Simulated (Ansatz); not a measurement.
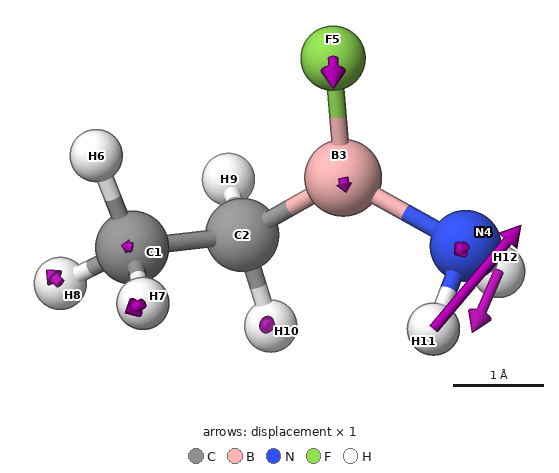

A relaxation of C2H7BFN (coarse preliminary run). The starting structure is drawn; purple arrows show the displacements, at their true length. The two geometries are superimposed by the best rigid fit.

A ball-and-stick model, seen at a tilt.

The start comes from a force field.

Computed with RKS PBE-D4/def2-SVP in Ansatz 0.2.0. Settings: force threshold 0.03 eV/Å; at most 200 steps.

Question: Which element moves most?

Answer: Hydrogen: up to 1.54 Å, against 0.40 Å for fluorine.

Question: Describe the change and its energy.

Answer: After 14 geometry steps the energy has fallen by 40.4 kcal/mol. Largest force component: 3.2 eV/Å at the start, 0.024 eV/Å at the end. The atom that moves furthest after the best rigid fit is H11 (1.54 Å). Largest moves by element: H 1.54 Å, F 0.40 Å, N 0.21 Å, B 0.18 Å, C 0.13 Å. Some distances before and after: B3–N4 1.602 → 1.407 Å, N4–H11 1.109 → 1.021 Å, B3–F5 1.444 → 1.360 Å, C1–C2 1.462 → 1.538 Å. Among the angles between lasting bonds that change: B3–N4–H11 101.7° → 122.6°, B3–N4–H12 106.3° → 123.1°, H11–N4–H12 105.3° → 114.3°.
